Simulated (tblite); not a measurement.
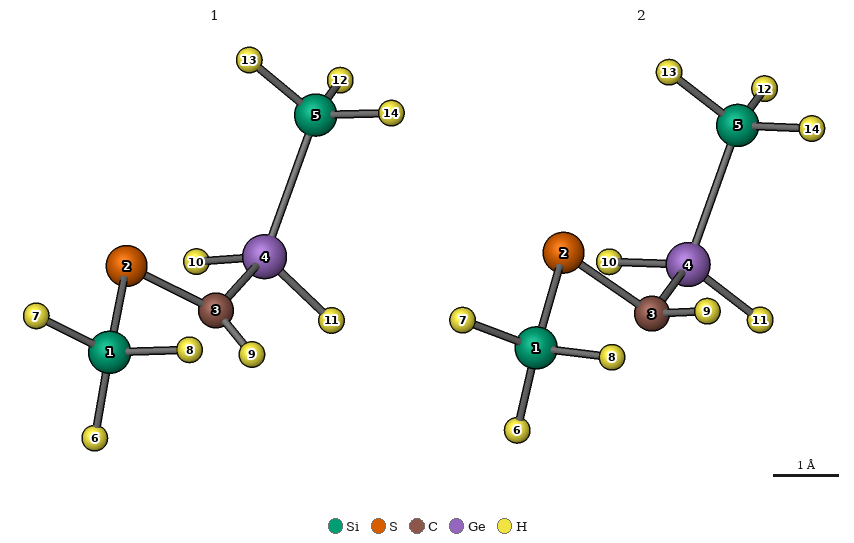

Two geometries of CH9GeSSi2 (multiplicity 2), drawn at one scale. One is the start of a relaxation, the other its converged end. A ball-and-stick model, seen from a free direction.

All numbers below come from tblite 0.8.0, GFN2-xTB geometry optimisation, gas phase. 

**Which one is relaxed?**

Structure 1 is the relaxed one. The energy falls by 9.35 kcal/mol in 81 geometry steps. The largest move after the best rigid fit is that of H9, 0.83 Å. Largest moves by element: H 0.83 Å, S 0.26 Å, C 0.19 Å, Si 0.18 Å, Ge 0.14 Å. Near-neighbour distances that change, for instance: S2–C3 1.797 → 1.726 Å, Ge4–H10 1.562 → 1.511 Å, C3–Ge4 1.950 → 1.914 Å, Ge4–Si5 2.318 → 2.352 Å. Bond angles that change, for instance: Ge4–C3–H9 108.4° → 122.4°, S2–C3–Ge4 109.8° → 119.9°, Si1–S2–C3 92.8° → 100.9°. Cost: 0.92 s on 1 thread of Arm Neoverse N1, on a shared host.
